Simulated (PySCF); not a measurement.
Run report: C2F4 (charge +1), geometry relaxation (part 1 of 2)

- system: C2F4, charge +1, multiplicity 2
- method: HF/3-21G, UHF (PySCF 2.14.0)

The atoms were displaced at random from an optimised geometry. The geometry is that of the parent species in another charge or spin state.

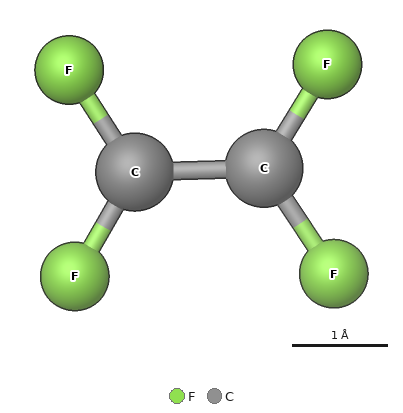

*The starting structure (ball-and-stick view, seen on its broad side).*

## Input file (run.py)
```python
import numpy
from pyscf import gto, symm
from pyscf.hessian import thermo
from pyscf.geomopt.geometric_solver import kernel as optimise

molecule = gto.Mole()
molecule.atom = '''
F      2.172987    -2.094760    -1.324303
C      0.436901    -1.257273     0.101206
F     -0.651693    -2.832176     1.571020
C     -0.380126     1.176396    -0.076050
F      0.682242     2.826717    -1.654266
F     -2.150641     2.076403     1.314939
'''
molecule.unit = 'bohr'
molecule.spin = 1
molecule.max_memory = 1860
molecule.charge = 1
molecule.basis = '3-21g'
molecule.verbose = 3
molecule.build()

mf = molecule.UHF()
mf.conv_tol = 1e-10
mf = mf.newton()
converged, mol_eq = optimise(mf, maxsteps=80)
print('converged:', converged)
print(mol_eq.tostring())

mf.reset(mol_eq)
molecule = mol_eq
mf.kernel()
etot = mf.e_tot
print(f'total energy: {etot:.8f} hartree')
hess = mf.Hessian().kernel()
modes = thermo.harmonic_analysis(molecule, hess)
print('frequencies (1/cm)', numpy.round(modes['freq_wavenumber'], 1))
symm.geom.TOLERANCE = 1e-3  # for the symmetry number
th = thermo.thermo(mf, modes['freq_au'], 298.15, 101325)
thermo.dump_thermo(molecule, th)
```

Command:
```bash
OMP_NUM_THREADS=1 python run.py
```

## Log
```
#|     Arguments passed to driver run_optimizer():      |#
customengine              <pyscf.geomopt.geometric_solver.PySCFEngine object>
maxiter                   80
----------------------------------------------------------
Custom engine selected.
Bonds will be generated from interatomic distances less than 1.20 times sum of covalent radii
18 internal coordinates being used (instead of 18 Cartesians)
Internal coordinate system (atoms numbered from 1):
Distance 1-2
Distance 2-3
Distance 2-4
Distance 4-5
Distance 4-6
Angle 1-2-4
Angle 3-2-4
Angle 2-4-6
Angle 5-4-6
Out-of-Plane 2-1-3-4
Out-of-Plane 4-2-5-6
Dihedral 1-2-4-5
Dihedral 1-2-4-6
Dihedral 3-2-4-5
Dihedral 3-2-4-6
Translation-X 1-6
Translation-Y 1-6
Translation-Z 1-6
Rotation-A 1-6
Rotation-B 1-6
Rotation-C 1-6
<class 'geometric.internal.Distance'> : 5
<class 'geometric.internal.Angle'> : 4
<class 'geometric.internal.OutOfPlane'> : 2
<class 'geometric.internal.Dihedral'> : 4
<class 'geometric.internal.TranslationX'> : 1
<class 'geometric.internal.TranslationY'> : 1
<class 'geometric.internal.TranslationZ'> : 1
<class 'geometric.internal.RotationA'> : 1
<class 'geometric.internal.RotationB'> : 1
<class 'geometric.internal.RotationC'> : 1
> ===== Optimization Info: ====
> Job type: Energy minimization
> Maximum number of optimization cycles: 80
> Initial / maximum trust radius (Angstrom): 0.100 / 0.300
> Convergence Criteria:
> Will converge when all 5 criteria are reached:
>  |Delta-E| < 1.00e-06
>  RMS-Grad  < 3.00e-04
>  Max-Grad  < 4.50e-04
>  RMS-Disp  < 1.20e-03
>  Max-Disp  < 1.80e-03
> === End Optimization Info ===

Geometry optimization cycle 1
Cartesian coordinates (Angstrom)
 Atom        New coordinates             dX        dY        dZ
   F   1.149895  -1.108499  -0.700791    0.000000  0.000000  0.000000
   C   0.231198  -0.665320   0.053556    0.000000  0.000000  0.000000
   F  -0.344861  -1.498723   0.831348    0.000000  0.000000  0.000000
   C  -0.201154   0.622522  -0.040244    0.000000  0.000000  0.000000
   F   0.361027   1.495834  -0.875400    0.000000  0.000000  0.000000
   F  -1.138070   1.098785   0.695836    0.000000  0.000000 -0.000000

WARN: HOMO -0.134406270514249 >= LUMO -0.134406270514249

converged SCF energy = -470.486020374454  <S^2> = 0.75367622  2S+1 = 2.0036728
--------------- SecondOrderUHF_Scanner gradients ---------------
         x                y                z
0 F    -0.0123757207     0.0039799194     0.0064871250
1 C     0.0048005669     0.0189738705     0.0013378252
2 F     0.0005074575     0.0017824725    -0.0056600813
3 C    -0.0090022033    -0.0691340039     0.0268439663
4 F     0.0174346601     0.0380311600    -0.0292395844
5 F    -0.0013647605     0.0063665815     0.0002307492
----------------------------------------------
cycle 1: E = -470.486020374  dE = -470.486  norm(grad) = 0.0941291
Step    0 : Gradient = 3.843e-02/7.471e-02 (rms/max) Energy = -470.4860203745
Hessian Eigenvalues: 2.30000e-02 2.81247e-02 2.82056e-02 ... 7.21006e-01 7.39286e-01 7.67116e-01

Geometry optimization cycle 2
Cartesian coordinates (Angstrom)
 Atom        New coordinates             dX        dY        dZ
   F   1.172296  -1.083755  -0.708381    0.022400  0.024744 -0.007591
   C   0.198407  -0.674944   0.011892   -0.032791 -0.009624 -0.041664
   F  -0.322300  -1.496129   0.845381    0.022561  0.002594  0.014033
   C  -0.221758   0.646513  -0.033626   -0.020604  0.023991  0.006618
   F   0.384119   1.429668  -0.856188    0.023092 -0.066166  0.019212
   F  -1.152728   1.123246   0.705227   -0.014658  0.024461  0.009391
converged SCF energy = -470.489119178234  <S^2> = 0.75336993  2S+1 = 2.0033671
--------------- SecondOrderUHF_Scanner gradients ---------------
         x                y                z
0 F     0.0007521278     0.0012260943     0.0030010193
1 C     0.0028318087    -0.0015509415    -0.0125018644
2 F     0.0015403951     0.0029987217     0.0016523889
3 C    -0.0097103499    -0.0017393508     0.0077705283
4 F     0.0065952406    -0.0037497189    -0.0030101407
5 F    -0.0020092223     0.0028151953     0.0030880687
----------------------------------------------
cycle 2: E = -470.489119178  dE = -0.0030988  norm(grad) = 0.0209214
Step    1 : Displace = 4.475e-02/7.267e-02 (rms/max) Trust = 1.000e-01 (=) Grad = 8.541e-03/1.291e-02 (rms/max) E (change) = -470.4891191782 (-3.099e-03) Quality = 0.743
Hessian Eigenvalues: 2.29834e-02 2.72593e-02 3.28818e-02 ... 7.23945e-01 7.38313e-01 7.63101e-01

Geometry optimization cycle 3
Cartesian coordinates (Angstrom)
 Atom        New coordinates             dX        dY        dZ
   F   1.162114  -1.128432  -0.706003   -0.010182 -0.044677  0.002379
   C   0.218080  -0.675357   0.033793    0.019673 -0.000413  0.021901
   F  -0.344161  -1.492165   0.847184   -0.021860  0.003964  0.001803
   C  -0.177872   0.661096  -0.040280    0.043886  0.014583 -0.006654
   F   0.340257   1.491176  -0.853114   -0.043862  0.061508  0.003074
   F  -1.140384   1.088281   0.682724    0.012344 -0.034965 -0.022503
converged SCF energy = -470.48962464122  <S^2> = 0.75331034  2S+1 = 2.0033076
--------------- SecondOrderUHF_Scanner gradients ---------------
         x                y                z
0 F    -0.0000689767    -0.0010123861    -0.0002149708
1 C    -0.0005433554    -0.0063168726     0.0018592448
2 F    -0.0001246408    -0.0024290651     0.0004462263
3 C     0.0051586292     0.0135403847    -0.0026272635
4 F    -0.0084574536    -0.0029478945     0.0066392043
5 F     0.0040357973    -0.0008341664    -0.0061024411
----------------------------------------------
cycle 3: E = -470.489624641  dE = -0.000505463  norm(grad) = 0.021124
Step    2 : Displace = 4.699e-02/7.607e-02 (rms/max) Trust = 1.000e-01 (=) Grad = 8.624e-03/1.473e-02 (rms/max) E (change) = -470.4896246412 (-5.055e-04) Quality = 0.349
Hessian Eigenvalues: 2.29953e-02 2.83715e-02 3.26135e-02 ... 7.37924e-01 7.52076e-01 7.75730e-01

Geometry optimization cycle 4
Cartesian coordinates (Angstrom)
 Atom        New coordinates             dX        dY        dZ
   F   1.163603  -1.108829  -0.710060    0.001489  0.019604 -0.004057
   C   0.217853  -0.671174   0.034687   -0.000227  0.004183  0.000894
   F  -0.344706  -1.487914   0.846093   -0.000546  0.004251 -0.001091
   C  -0.194817   0.651030  -0.043481   -0.016945 -0.010066 -0.003201
   F   0.359767   1.471050  -0.858629    0.019510 -0.020126 -0.005515
   F  -1.143665   1.090436   0.695695   -0.003281  0.002155  0.012971
converged SCF energy = -470.490081240744  <S^2> = 0.7533306  2S+1 = 2.0033278
--------------- SecondOrderUHF_Scanner gradients ---------------
         x                y                z
0 F    -0.0000450668     0.0009991557    -0.0007689962
1 C     0.0011411950    -0.0012567528     0.0005873035
2 F    -0.0012161680     0.0003169786     0.0005344526
3 C    -0.0007059031    -0.0009500382     0.0011689741
4 F     0.0006025446     0.0012092112    -0.0012306394
5 F     0.0002233982    -0.0003185546    -0.0002910946
----------------------------------------------
cycle 4: E = -470.490081241  dE = -0.0004566  norm(grad) = 0.00360926
Step    3 : Displace = 1.751e-02/2.873e-02 (rms/max) Trust = 1.000e-01 (=) Grad = 1.473e-03/1.827e-03 (rms/max) E (change) = -470.4900812407 (-4.566e-04) Quality = 0.958
Hessian Eigenvalues: 2.29988e-02 2.83110e-02 3.17673e-02 ... 7.36302e-01 7.45159e-01 7.72566e-01

Geometry optimization cycle 5
Cartesian coordinates (Angstrom)
 Atom        New coordinates             dX        dY        dZ
   F   1.162447  -1.115515  -0.703638   -0.001156 -0.006686  0.006422
   C   0.213404  -0.668137   0.030787   -0.004449  0.003037 -0.003901
   F  -0.334994  -1.493262   0.842553    0.009712 -0.005348 -0.003541
   C  -0.199628   0.653414  -0.045729   -0.004811  0.002385 -0.002247
   F   0.361330   1.471870  -0.857005    0.001563  0.000821  0.001624
   F  -1.144524   1.096228   0.697337   -0.000859  0.005791  0.001642
converged SCF energy = -470.490054153622  <S^2> = 0.75332467  2S+1 = 2.0033219
--------------- SecondOrderUHF_Scanner gradients ---------------
         x                y                z
0 F    -0.0004211055    -0.0018747746     0.0013911715
1 C    -0.0008980918     0.0031088572    -0.0007365214
2 F     0.0016970884    -0.0012702621    -0.0008370882
3 C    -0.0011271645    -0.0003601037     0.0000487631
4 F     0.0006824820     0.0002316183    -0.0002429716
5 F     0.0000667914     0.0001646648     0.0003766466
----------------------------------------------
cycle 5: E = -470.490054154  dE = 2.70871e-05  norm(grad) = 0.00489799
Step    4 : Displace = 7.567e-03/1.164e-02 (rms/max) Trust = 1.414e-01 (+) Grad = 2.000e-03/3.319e-03 (rms/max) E (change) = -470.4900541536 (+2.709e-05) Quality = -0.682
Hessian Eigenvalues: 2.29914e-02 2.84058e-02 3.29169e-02 ... 7.36883e-01 7.51550e-01 8.18983e-01

Geometry optimization cycle 6
Cartesian coordinates (Angstrom)
 Atom        New coordinates             dX        dY        dZ
   F   1.163749  -1.112078  -0.706228    0.001301  0.003437 -0.002589
   C   0.214183  -0.670131   0.031091    0.000779 -0.001993  0.000304
   F  -0.339011  -1.490082   0.845057   -0.004017  0.003179  0.002504
   C  -0.198226   0.651749  -0.045954    0.001401 -0.001665 -0.000225
   F   0.360803   1.471347  -0.856559   -0.000528 -0.000523  0.000445
   F  -1.143461   1.093793   0.696898    0.001063 -0.002434 -0.000439
converged SCF energy = -470.490092846878  <S^2> = 0.75332513  2S+1 = 2.0033224
--------------- SecondOrderUHF_Scanner gradients ---------------
         x                y                z
0 F    -0.0000140812    -0.0004213342     0.0004509377
1 C    -0.0003570870     0.0008674027    -0.0003863172
2 F     0.0004794830    -0.0002997302    -0.0000734773
3 C    -0.0006360595    -0.0003851214    -0.0002741260
4 F     0.0002895171     0.0001410347     0.0001020903
5 F     0.0002382276     0.0000977485     0.0001808925
----------------------------------------------
cycle 6: E = -470.490092847  dE = -3.86933e-05  norm(grad) = 0.00160516
Step    5 : Displace = 3.420e-03/5.705e-03 (rms/max) Trust = 3.784e-03 (-) Grad = 6.553e-04/1.014e-03 (rms/max) E (change) = -470.4900928469 (-3.869e-05) Quality = 0.961
Hessian Eigenvalues: 2.29914e-02 2.84131e-02 3.25002e-02 ... 7.43121e-01 7.60073e-01 8.26838e-01

Geometry optimization cycle 7
Cartesian coordinates (Angstrom)
 Atom        New coordinates             dX        dY        dZ
   F   1.162838  -1.110711  -0.708869   -0.000910  0.001367 -0.002642
   C   0.216753  -0.669727   0.033673    0.002570  0.000404  0.002582
   F  -0.341240  -1.489754   0.844313   -0.002229  0.000329 -0.000744
   C  -0.195038   0.652715  -0.042072    0.003188  0.000966  0.003882
   F   0.360089   1.469087  -0.858190   -0.000713 -0.002260 -0.001630
   F  -1.145367   1.092988   0.695449   -0.001906 -0.000805 -0.001449
converged SCF energy = -470.490094540125  <S^2> = 0.75332558  2S+1 = 2.0033228
--------------- SecondOrderUHF_Scanner gradients ---------------
         x                y                z
0 F    -0.0001006414    -0.0001026416    -0.0002107350
1 C     0.0004697820     0.0002139467     0.0001302662
2 F    -0.0001977915    -0.0000418086    -0.0001437874
3 C     0.0001956816     0.0004430240     0.0004623496
4 F    -0.0000477351    -0.0004261239    -0.0001886019
5 F    -0.0003192956    -0.0000863965    -0.0000494915
```
